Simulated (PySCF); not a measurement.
```xyz
6

Si   -0.0651   -0.1234   -0.3688
O    -0.0600   -0.0914    1.2964
H     0.3552    0.6675    1.7151
H     1.3219   -0.1343   -0.9329
H    -0.7830    1.0555   -0.9497
H    -0.7689   -1.3738   -0.7602
```

Geometry: PBE0-D3(BJ)/def2-SVP.

Method: PBE0/pcSseg-1, SCF density, gas phase, non-relativistic in PySCF.

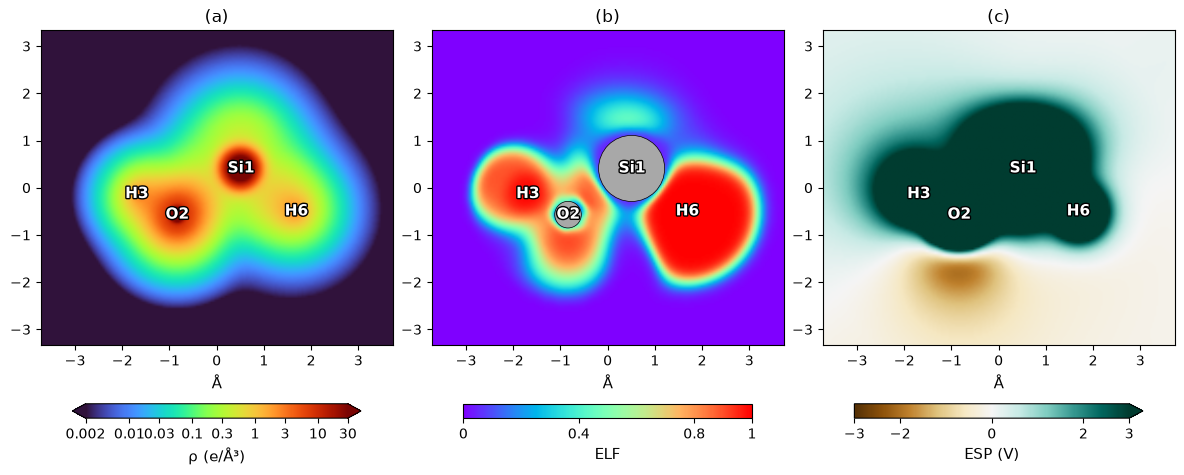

H4OSi (Si(OH)H3). (a) electron density; (b) ELF; (c) molecular electrostatic potential on the plane of atoms Si1, O2 and H3. Grey discs cover the atomic cores in the ELF map.

What does the map show?

Atoms in the plane: Si, O and H.
Si–O (1.67 Å): ρ at the midpoint is about 1.1 e/Å³; the ELF peaks at about 0.90 between the atoms; a polar covalent bond.
O–H (0.96 Å): ρ at the midpoint is about 3.6 e/Å³; the ELF climbs to about 1 towards the hydrogen, as it does in any bond to H; a covalent bond by its length.
Si–H (1.49 Å): the density is about 0.8 e/Å³ at the midpoint; the ELF climbs to about 1 towards the hydrogen.
The ELF also peaks beside O2, away from the bonds: lone-pair regions.
Outside the dense part of the molecule the potential is most negative (−2.0 V) near O2.
